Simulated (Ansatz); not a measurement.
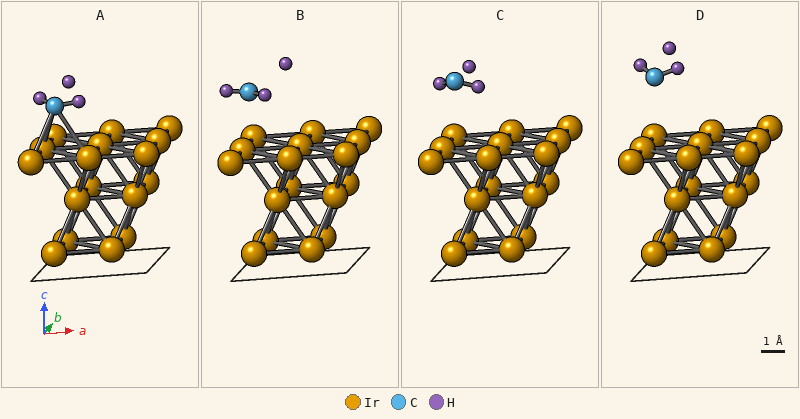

Molecular dynamics of CH3 on Ir(111) (16 atoms in the cell), 308 fs long. 4 frames in shuffled order; frame D is the first. Style: ball-and-stick. Shown: the simulation cell, with the vacuum cut short, slightly off an axis. Atoms are followed out of the cell. Bonds to atoms that aren't drawn are left out.

Computed with Ansatz 0.2.0, DFT PBE-D3(BJ), scalar-relativistic, plane waves, PAW. Set-up: plane-wave cutoff 420 eV; k-point mesh 2 × 2 × 1; Fermi-Dirac smearing 0.1 eV; low-accuracy preset; 4 atoms held fixed; constant energy (NVE); time step 0.75 fs; at the start 4 atoms move with typed velocities and the others are at rest.

Question: Put the frames in order of time.

Answer: D, C, A, B, at 0 fs, 19.5 fs, 52 fs, 308 fs; the root-mean-square distance from the start grows as 0.00, 0.42, 0.85, 1.26 Å. Root-mean-square distances from the starting positions over the second half, with the common drift of all atoms taken out: H 2.10 Å, C 1.34 Å, Ir 0.09 Å. Against the typical shortest distance between atoms in the first frame, about 2.7 Å, the C and H atoms wander away from their sites and keep going, while the Ir atoms only vibrate. 2 of the 12 free atoms end more than three quarters of that spacing from the start.

Limits of the set-up: the k-point mesh is coarse for a cell with partly filled bands; the program's low-accuracy preset was used; the periodic images lie only 5.4 Å apart, so the values are limited by the cell's size.

The run took 68 min on 2 threads of Arm Neoverse N1, on a shared host, peak memory 1.2 GiB.
